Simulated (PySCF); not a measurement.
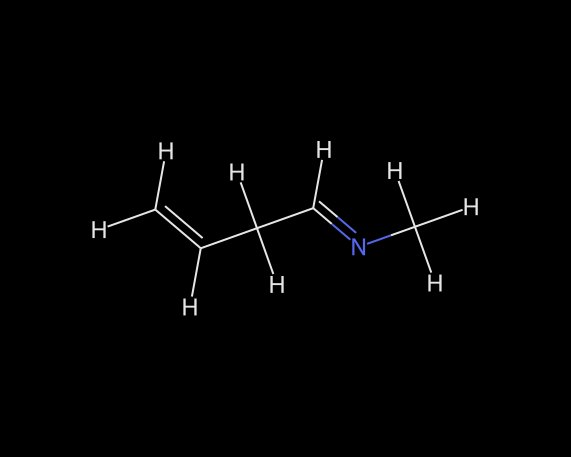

2D structure.

Transcribe the drawing into SMILES.

C=CC/C=N/C

Give the formula, hydrogens included.

C5H9N.

An optimisation with PBE0-D3(BJ)/def2-SVP gave a structure of which point group?

C1. Other conformers may differ.

The parts below concern this one geometry. Atoms keep their numbers from picture to picture. The computed structure is the end point of a PBE0-D3(BJ)/def2-SVP optimisation. No frequency run is at hand to confirm it as a minimum.

**Quadrupole coupling**

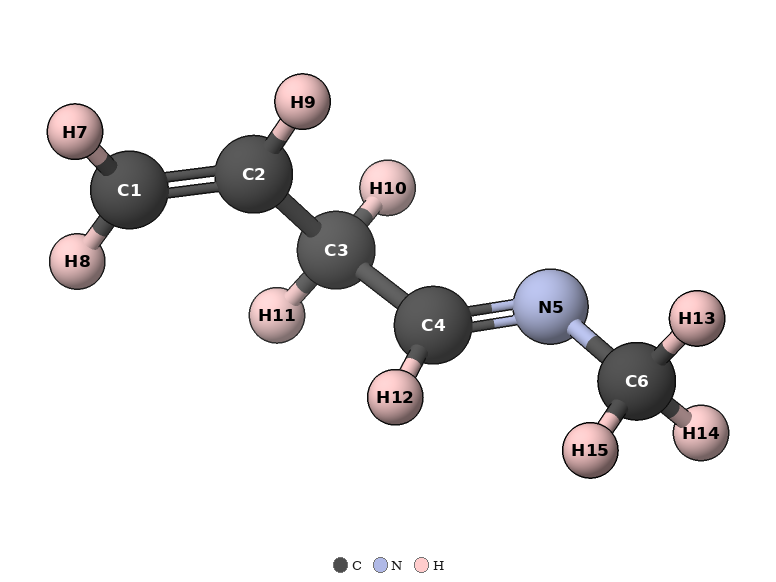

No frequency run is at hand to confirm it as a minimum. Electric field gradients from the ground-state density, B97-2/pcJ-1 (PySCF 2.14.0), non-relativistic apart from any core potentials.

Give the largest field-gradient component, the quadrupole coupling constant and the asymmetry for 14N at N5 (Q = 20.44 mb), 2H at H7 (Q = 2.86 mb), 2H at H8 (Q = 2.86 mb).

```json
{"atom": "N5", "V_zz (a.u.)": "−1.059", "e²qQ/h (MHz)": "−5.09", "η": "0.30"}
{"atom": "H7", "V_zz (a.u.)": "0.298", "e²qQ/h (MHz)": "0.200", "η": "0.06"}
{"atom": "H8", "V_zz (a.u.)": "0.294", "e²qQ/h (MHz)": "0.198", "η": "0.07"}
```

**Electronic properties**

No frequency run is at hand to confirm it as a minimum. Properties computed with PBE0/pcJ-1, gas phase (PySCF 2.14.0).

What does the calculation give?

- dipole moment: 1.30 D
- HOMO energy (Kohn–Sham orbital): −7.20 eV
- LUMO energy (Kohn–Sham orbital): −0.36 eV
- HOMO–LUMO gap: 6.84 eV

**Spin–spin coupling**

No frequency run is at hand to confirm it as a minimum. Method: LDA/pcJ-1 indirect spin-spin coupling, non-relativistic, gas phase (PySCF 2.14.0). Isotopes: 13C, 1H, 15N.

Give the spin–spin coupling constants of these pairs, with the number of bonds between them: C4/N5, N5/C6, N5/H15, N5/H13, N5/H12, C2/N5, N5/H10.

```csv
pair,bonds apart,J (Hz)
"C4, N5",1,−0.8
"N5, C6",1,7.9
"N5, H15",2,0.7
"N5, H13",2,−1.2
"N5, H12",2,3.1
"C2, N5",3,−0.8
"N5, H10",3,−3.2
```
